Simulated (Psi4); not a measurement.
**singlet [AsH2]+: levels of theory compared**

Aim: a comparison of 3 runs (PBE/cc-pVTZ, SVWN5/cc-pVTZ, CCSD(T)/cc-pVTZ) of singlet [AsH2]+. 

Program for the calculation: Psi4 1.11.

## Step 1: The structure to begin with

The species is [AsH2]+ (3 atoms), meant as a singlet with charge +1. As SMILES of the parent species, `[AsH2]`. Geometry: relaxed at PBE0-D4/def2-TZVP. That shape belongs to the parent species and isn't relaxed for this state.

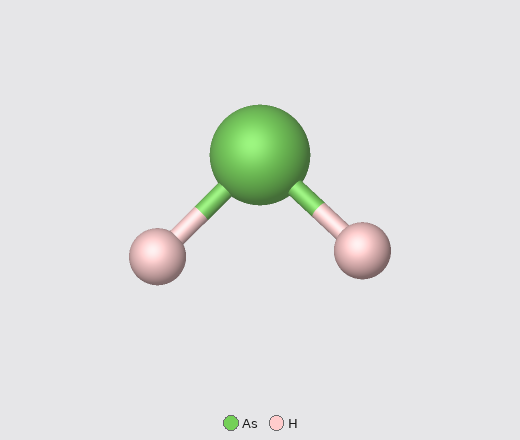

The structure, seen from a chosen angle (arsenic green, hydrogen pink).

## Step 2: The energy at PBE/cc-pVTZ (run 1)

The input, calc.in:

```
memory 2200 mb

molecule {
  1 1
  As
  H 1 1.526345
  H 1 1.526354 2 90.69861
  symmetry c1
  no_reorient
  no_com
}

set globals {
  basis                cc-pVTZ
  puream               true
  e_convergence        1e-09
  d_convergence        1e-08
  scf_type             pk
  dft_radial_points    99
  dft_spherical_points 590
}

E, wfn = energy('pbe', return_wfn=True)
oeprop(wfn, 'MULLIKEN_CHARGES', 'LOWDIN_CHARGES', 'MAYER_INDICES', title='PBE')
```

On the command line:

```
$ psi4 -n 1 calc.in calc.out
```

calc.out:

```text
[...]
  Running in c1 symmetry.
[...]
  Nuclear repulsion =   23.125516259395312
[...]
  Multiplicity = 1
[...]
  Nalpha       = 17
  Nbeta        = 17
[...]
    Number of basis functions: 71
[...]
   @RKS iter   1: -2235.61984348484111   -1.90209e+00   2.67759e-02 ADIIS/DIIS
[...]
   @RKS iter   9: -2236.38741217559209   -1.81899e-12   8.19712e-10 DIIS
[...]
    Orbital Energies [Eh]
    ---------------------
    Doubly Occupied:
       1A   -424.486290     2A    -53.562835     3A    -47.949127
       4A    -47.942954     5A    -47.941868     6A     -7.089135
       7A     -5.204562     8A     -5.184716     9A     -5.181160
      10A     -1.873884    11A     -1.869551    12A     -1.866865
      13A     -1.853395    14A     -1.852071    15A     -0.872252
      16A     -0.612993    17A     -0.556503
[...]
  @RKS Final Energy: -2236.38741217559209
   => Energetics <=
    Nuclear Repulsion Energy =             23.1255162593953116
    One-Electron Energy =               -3149.1427875705371662
    Two-Electron Energy =                 972.7422046529620729
    DFT Exchange-Correlation Energy =     -83.1123455174123080
    Empirical Dispersion Energy =           0.0000000000000000
    VV10 Nonlocal Energy =                  0.0000000000000000
    Total Energy =                      -2236.3874121755920896
[...]
 Multipole Moments:
 ------------------------------------------------------------------------------------
     Multipole            Electronic (a.u.)      Nuclear  (a.u.)        Total (a.u.)
 ------------------------------------------------------------------------------------
 L = 1.  Multiply by 2.5417464519 to convert [e a0] to [Debye]
 Dipole X            :          1.2700377           -1.5618510           -0.2918133
 Dipole Y            :          1.2546355           -1.5429132           -0.2882777
 Dipole Z            :         -0.0000000            0.0000000           -0.0000000
 Magnitude           :                                                    0.4101939
[...]
  Mulliken Charges: (a.u.)
   Center  Symbol    Alpha    Beta     Spin     Total
       1    AS    16.10473 16.10473  0.00000  0.79054
       2     H     0.44764  0.44764  0.00000  0.10473
       3     H     0.44764  0.44764  0.00000  0.10473
   Total alpha = 17.00000, Total beta = 17.00000, Total charge =  1.00000
  Lowdin Charges: (a.u.)
   Center  Symbol    Alpha    Beta     Spin     Total
       1    AS    15.96288 15.96288  0.00000  1.07423
       2     H     0.51856  0.51856  0.00000 -0.03712
       3     H     0.51856  0.51856  0.00000 -0.03711
[...]
```

Run time: 48 s. Hardware: 1 thread of Intel Xeon at 2.50GHz (Skylake/Cascade Lake), shared host; peak memory 1.4 GiB.

## Step 3: Energy and forces at SVWN5/cc-pVTZ (run 2)

The input, calc.in:

```
memory 2200 mb

molecule system {
  1 1
  As    -1.08339888     0.61875302    -0.51927784
  H      1.28578855     1.50371177     0.86759216
  H     -0.20237077    -2.12246479    -0.34831432
  units au
  symmetry c1
}

set {
  basis                cc-pVTZ
  reference            rks
  puream               true
  e_convergence        1e-09
  d_convergence        1e-08
  scf_type             pk
  dft_radial_points    99
  dft_spherical_points 590
}

energy_value, wavefunction = gradient('scf', dft_functional={"name": "SVWN5", "x_functionals": {"LDA_X": {}}, "c_functionals": {"LDA_C_VWN": {}}}, return_wfn=True)
oeprop(wavefunction, 'MAYER_INDICES', 'QUADRUPOLE', 'LOWDIN_CHARGES')
```

On the command line:

```
$ psi4 calc.in calc.out -n 1
```

calc.out:

```text
[...]
  Running in c1 symmetry.
[...]
  Nuclear repulsion =   23.125517310737862
[...]
  Multiplicity = 1
[...]
  Nalpha       = 17
  Nbeta        = 17
[...]
    Number of basis functions: 71
[...]
   @RKS iter   1: -2232.62854911290924   -1.85879e+00   2.70492e-02 DIIS/ADIIS
[...]
   @RKS iter   8: -2233.41952192702547   -6.30280e-10   9.55491e-09 DIIS
[...]
    Orbital Energies [Eh]
    ---------------------
    Doubly Occupied:
       1A   -423.721396     2A    -53.480764     3A    -47.925993
       4A    -47.919562     5A    -47.918480     6A     -7.058033
       7A     -5.192701     8A     -5.173047     9A     -5.169756
      10A     -1.881763    11A     -1.877333    12A     -1.874866
      13A     -1.861756    14A     -1.860312    15A     -0.879585
      16A     -0.614519    17A     -0.559273
[...]
  @RKS Final Energy: -2233.41952192702547
   => Energetics <=
    Nuclear Repulsion Energy =             23.1255173107378624
    One-Electron Energy =               -3149.0296794181845144
    Two-Electron Energy =                 972.5991070745753859
    DFT Exchange-Correlation Energy =     -80.1144668941544182
    Empirical Dispersion Energy =           0.0000000000000000
    VV10 Nonlocal Energy =                  0.0000000000000000
    Total Energy =                      -2233.4195219270254711
[...]
  -Total Gradient:
     Atom            X                  Y                   Z
    ------   -----------------  -----------------  -----------------
       1        0.008122042025    -0.004206005608     0.000000000000
       2       -0.005693111572    -0.001043949298     0.000000000000
       3       -0.002429017089     0.005250000247     0.000000000000
[...]
 Multipole Moments:
 ------------------------------------------------------------------------------------
     Multipole            Electronic (a.u.)      Nuclear  (a.u.)        Total (a.u.)
 ------------------------------------------------------------------------------------
 L = 1.  Multiply by 2.5417464519 to convert [e a0] to [Debye]
 Dipole X            :         -1.5431440            1.9492763            0.4061323
 Dipole Y            :          0.7996385           -1.0100898           -0.2104513
 Dipole Z            :         -0.0000000            0.0000000           -0.0000000
 Magnitude           :                                                    0.4574201
 L = 2.  Multiply by 1.3450342976 to convert [e a0^2] to [Debye ang]
 Quadrupole XX       :        -19.3625945            7.9994804          -11.3631141
 Quadrupole XY       :          0.0893057            0.2184257            0.3077314
[...]
```

Wall time 2.3 min (1 thread of Intel Xeon at 2.50GHz (Skylake/Cascade Lake), shared host); peak memory 1.1 GiB.

## Step 4: The energy at CCSD(T)/cc-pVTZ (run 3)

The input, ash2.dat:

```
memory 2200 MB

molecule m {
  1 1
  As
  H 1 1.526345
  H 1 1.526354 2 90.69861
  symmetry c1
  no_reorient
  no_com
}

set {
  reference       rhf
  puream          true
  e_convergence   1e-09
  d_convergence   1e-08
  scf_type        pk
  num_frozen_docc 9
}

energy('ccsd(t)/cc-pVTZ')
```

On the command line:

```
$ psi4 ash2.dat ash2.out -n 1
```

ash2.out:

```text
[...]
  Running in c1 symmetry.
[...]
  Nuclear repulsion =   23.125516259395312
[...]
  Multiplicity = 1
[...]
  Nalpha       = 17
  Nbeta        = 17
[...]
    Number of basis functions: 71
[...]
   @RHF iter   1: -2234.52650083468052   -3.13286e+00   2.22171e-02 ADIIS/DIIS
[...]
   @RHF iter   9: -2235.05627195991201   -1.90994e-11   8.55667e-09 DIIS
[...]
    Orbital Energies [Eh]
    ---------------------
    Doubly Occupied:
       1A   -432.928748     2A    -56.650385     3A    -50.496337
       4A    -50.493598     5A    -50.493074     6A     -8.371296
       7A     -6.230232     8A     -6.219744     9A     -6.216919
      10A     -2.465518    11A     -2.461187    12A     -2.457649
      13A     -2.446850    14A     -2.443822    15A     -1.095977
      16A     -0.779608    17A     -0.697805
[...]
  @RHF Final Energy: -2235.05627195991201
   => Energetics <=
    Nuclear Repulsion Energy =             23.1255162593953116
    One-Electron Energy =               -3150.4660820538510961
    Two-Electron Energy =                 892.2842938345438597
    Total Energy =                      -2235.0562719599120101
[...]
 Multipole Moments:
 ------------------------------------------------------------------------------------
     Multipole            Electronic (a.u.)      Nuclear  (a.u.)        Total (a.u.)
 ------------------------------------------------------------------------------------
 L = 1.  Multiply by 2.5417464519 to convert [e a0] to [Debye]
 Dipole X            :          1.2475233           -1.5618510           -0.3143277
 Dipole Y            :          1.2323937           -1.5429132           -0.3105195
 Dipole Z            :         -0.0000000            0.0000000           -0.0000000
 Magnitude           :                                                    0.4418419
[...]
      * MP2 total energy                      = -2235.236794466365609
[...]
      * CCSD total energy                     = -2235.259646370722749
[...]
      * CCSD(T) total energy                  = -2235.266325577495081
[...]
```

Wall time 2 min (1 thread of Intel Xeon at 2.50GHz (Skylake/Cascade Lake), shared host); peak memory 1 GiB.

## Step 5: Overview of the runs

| run | level | task | frozen core orbitals | energy (Eh) | HOMO energy (eV) | LUMO energy (eV) | HOMO–LUMO gap (eV) | wall time |
| --- | --- | --- | --- | --- | --- | --- | --- | --- |
| 1 | PBE/cc-pVTZ | energy | 0 | -2236.387412 | -15.14 | -13.18 | 1.97 | 48 s |
| 2 | SVWN5/cc-pVTZ | gradient | 0 | -2233.419522 | -15.22 | -13.46 | 1.76 | 2.3 min |
| 3 | CCSD(T)/cc-pVTZ | energy | 9 | -2235.266326 | -18.99 | -8.23 | 10.76 | 2 min |

## Step 6: Outcome

| quantity | value |
| --- | --- |
| run 3: total energy | -2235.26633 Eh |
| run 3: HOMO energy (Hartree–Fock orbitals) | -18.99 eV |
| run 3: LUMO energy (Hartree–Fock orbitals) | -8.23 eV |
| run 3: HOMO–LUMO gap (Hartree–Fock orbitals) | 10.76 eV |
| run 3: correlation energy (9 core orbitals frozen) | -210.1 mEh |
| run 3: (T) correction | -6.68 mEh |
| run 3: T1 diagnostic | 0.009 |

**Reading.** Totals of different functionals can't be ranked against each other. All runs together took 5.1 min, the longest 2.3 min.
